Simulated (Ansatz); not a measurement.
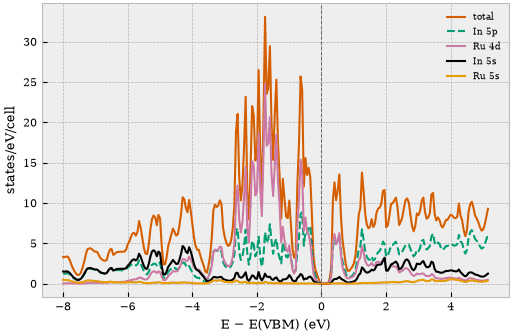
Figure: Total and projected density of states of In3Ru in space group P4_2/mnm (No. 136; In on 8j, In on 4c, Ru on 4f), plane-wave PAW PBEsol (Ansatz code)

Problem. Which orbitals carry the states next to the gap?

Solution. Top 1 eV of the valence band: Ru 4d 50 %, In 5p 41 %, In 5s 6 %. Bottom 1 eV of the conduction band: In 5p 47 %, Ru 4d 43 %, In 5s 7 %. Projections are on Löwdin-orthogonalised atomic valence shells; empty p or d shells of many metals are not among them.

Problem. Where is the tallest occupied peak in this window, and what makes it?

Solution. Near -1.7 eV, about 33 states/eV per cell; the largest projected share is Ru 4d.

The workflow started from a Materials Project entry (that database holds measured and hypothetical structures alike); the Crystallography Open Database copy checked does not list it. Whether it is the stable phase at ambient conditions was not checked. The cell was relaxed with PBEsol under the symmetry of its start; whether a distortion lowers the energy is not shown. No spin polarisation was allowed. Scalar-relativistic: spin–orbit coupling is off unless named, which matters more the heavier the elements.

Potentials: the later of the program's two PAW sets.
